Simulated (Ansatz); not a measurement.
Partial pair distribution functions of a relaxed model of amorphous Si21Ge3O48, broadened by 0.06 Å; density 2.40 g/cm³. These are PBE, scalar-relativistic without spin-orbit coupling (plane waves to 420 eV, PAW; Ansatz, a program for electronic structure) values and carry that method's errors.

The cell was made by melting and quenching with the CHGNet potential and then relaxed with DFT. O atoms were pushed apart under 1.9 Å during the dynamics, to hinder bonds among them. The hot cell started wider than the set density and was brought back towards it in steps. It is the lowest in DFT energy of 2 quenches. It is a model cell: composition and starting density were chosen by hand, and all elements were melted together. No dispersion term was used. Its density started from a set value of 2.52 and ended at 2.40 g/cm³. The simulated quench (nominally 390 K/ps over its main leg) is rapid and tends to freeze in more defects than a deposited or slowly cooled glass has. A cell of this size samples the disorder only roughly. Volume and shape were free in the relaxation.

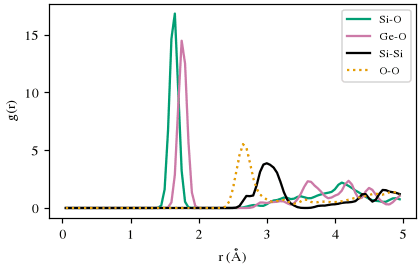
Figure. Partial pair distribution functions

Highest peaks under 4.5 Å: Si-O near 1.65 Å, Ge-O near 1.75 Å, Si-Si near 3.00 Å, O-O near 2.65 Å; pairs of few atoms are noisy.

Within 1.90 Å each Si has 4.00 O neighbours on average.
